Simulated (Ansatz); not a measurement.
These are PBE (plane waves to 420 eV, PAW; Ansatz, an electronic-structure program) values and carry that method's errors.

Host crystal: anatase TiO2, with a band gap (PBE, scalar-relativistic without spin-orbit coupling).

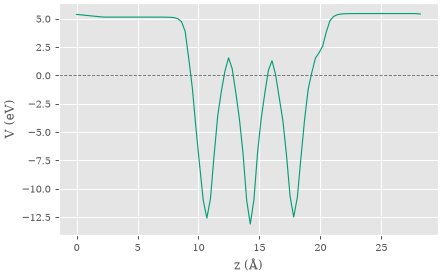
Figure: Planar average of the electrostatic potential across the slab, in eV from the highest filled level, for C on the 1x1 (101) surface of anatase TiO2 (cut with top plane O), one in a 2x1 cell, started at the site 'over Ti at depth 0.9 Å'

Slab: 37 atoms, 9.4 Å thick at the start under the adsorbate (thin: gaps and levels are the slab's own); k 3x4x1, smearing 0.01 eV, dipole-corrected; 14 atoms held, the rest relaxed; no symmetry held; spin-polarised, no spin-orbit, no U, no dispersion correction. The starting moment vanished. At the end it is bonded to O + Ti. In PBE it is, or lies within 0.03 eV of, the lowest of the starts that converged.

The vacuum level lies 5.46 eV above the highest filled level over the top face and 5.15 eV above it under the bottom face.
